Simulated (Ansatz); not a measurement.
H3OSSi (doublet)

| atom | x (Å) | y (Å) | z (Å) |
| --- | --- | --- | --- |
| O | -1.2878 | -0.5645 | -0.6287 |
| Si | 0.2370 | 0.0597 | -0.6708 |
| S | 0.9597 | 0.8252 | 1.1939 |
| H | -1.4907 | -1.1989 | 0.0616 |
| H | 0.1359 | 1.2274 | -1.5849 |
| H | 1.4459 | -0.3489 | 1.6288 |

Geometry: PBE0-D4/def2-TZVP.

Level of theory: UKS PBE0-D4/def2-TZVPP (Ansatz).

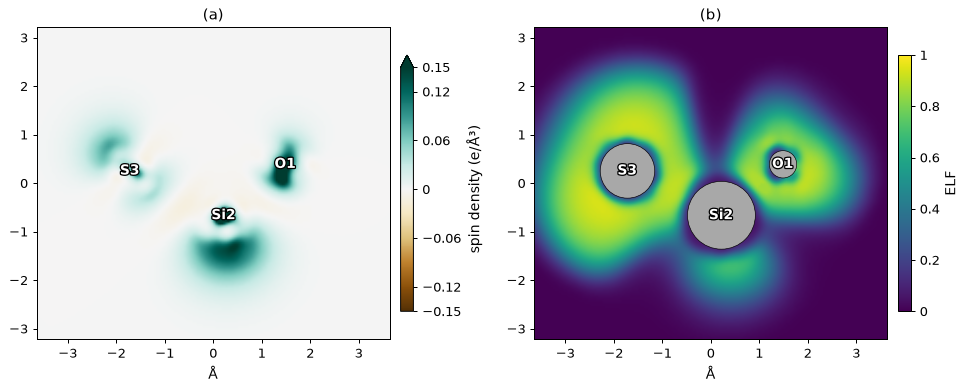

Figure 1. (a) spin density; (b) ELF on the plane of atoms O1, Si2 and S3. Grey discs cover the atomic cores in the ELF map.

What do the fields say about this system?

Answer.
- The plane passes through O, Si and S nuclei.
- Si–O (1.65 Å): the ELF peaks at about 0.90 between the atoms (a shared but strongly polarised pair).
- Si–S (2.14 Å): the ELF peaks at about 0.90 between the atoms (a covalent bond).
- The ELF also peaks beside S3 and O1, away from the bonds: non-bonding electrons, paired or unpaired.
- The unpaired spin (1 electron) lies mostly on Si2 (about 0.7), S3 (about 0.1) and O1 (about 0.1), in electrons by Hirshfeld's partition.

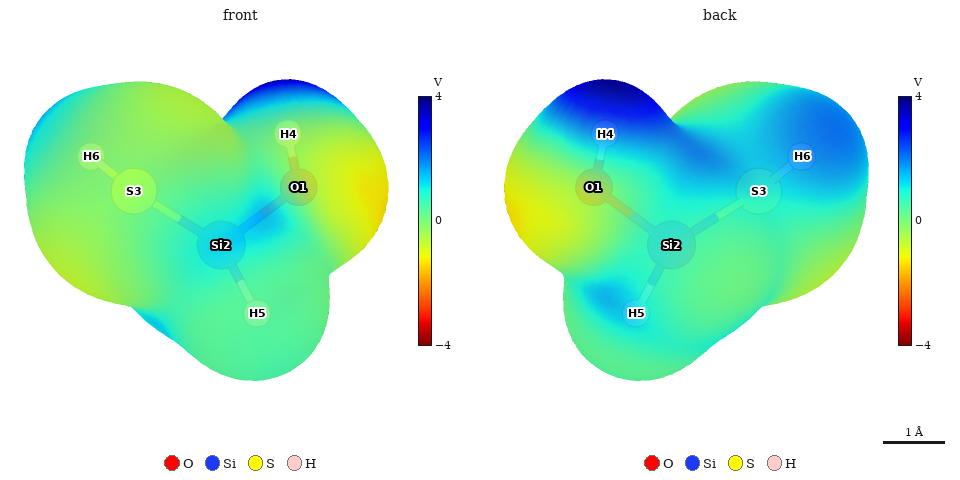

Figure 2. The molecular electrostatic potential painted on the density surface at 0.004 e/bohr³, seen from the front and from behind; red is negative and blue positive.

Where is the surface potential most negative and most positive?

Answer. The most negative region (about −1.3 V, or −30 kcal/mol for a unit charge) lies over O1, the most positive (about +3.7 V, or +85 kcal/mol for a unit charge) over H4. O1 is the likeliest acceptor of a hydrogen bond.

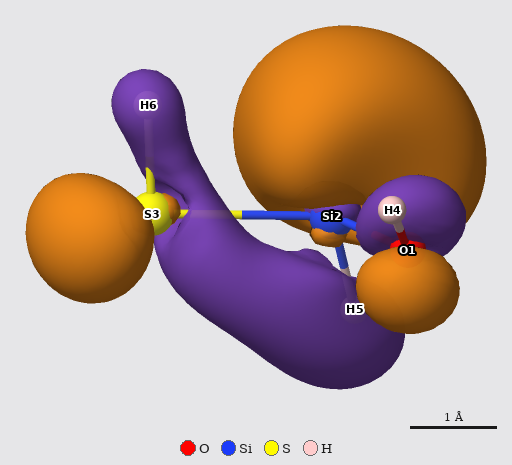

Figure 3. The LUMO (β) at ±0.1 Å⁻³ᐟ² (orange and purple are the two phases), seen at an oblique angle.

What is the character of this orbital?

Answer. It lies mainly on Si2 (about 65 %), S3 (about 15 %), O1 (about 10 %) and H5 (about 5 %). Its energy is −2.37 eV.
